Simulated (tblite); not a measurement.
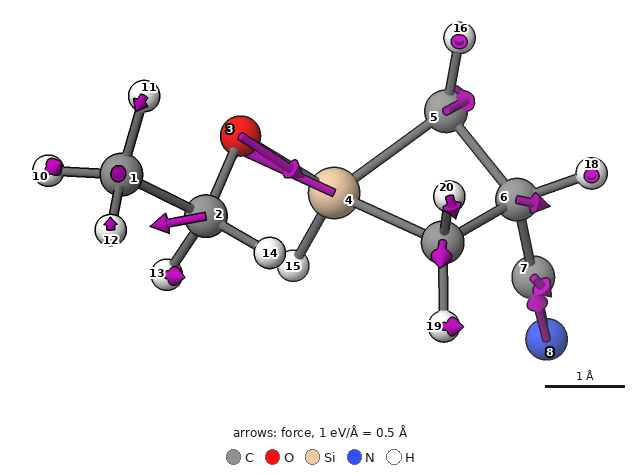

Starting geometry of C₆H₁₁NOSi with the computed forces as purple arrows. Style: ball-and-stick. Shown at a tilt.

These are results of tblite, GFN2-xTB geometry optimisation, gas phase, not measurements. 

What follows when this structure is relaxed?

Answer. It isn't relaxed: the largest force vector, on the Si atom, is 3.24 eV/Å. The final displacements have little in common with the starting forces (cosine between the two patterns 0.10). The atom that moves furthest after the best rigid fit is an H atom (1.14 Å). Largest moves by element: H 1.14 Å, N 1.10 Å, O 0.75 Å, C 0.70 Å, Si 0.58 Å. Some distances before and after: O–Si 1.711 → 1.612 Å, C–Si 1.849 → 1.913 Å, C–C 1.521 → 1.550 Å, C–C 1.461 → 1.433 Å. Bond angles that change, for instance: C–O–Si 104.9° → 130.6°, O–Si–C 110.4° → 119.6°, O–Si–C 117.8° → 110.1°. Groups turn about O–Si by about 35°, C–O by about 20°. Over 96 geometry steps the energy falls by 0.845 eV. Cost: 1.5 s on 1 thread of Arm Neoverse N1, with other jobs on the host.
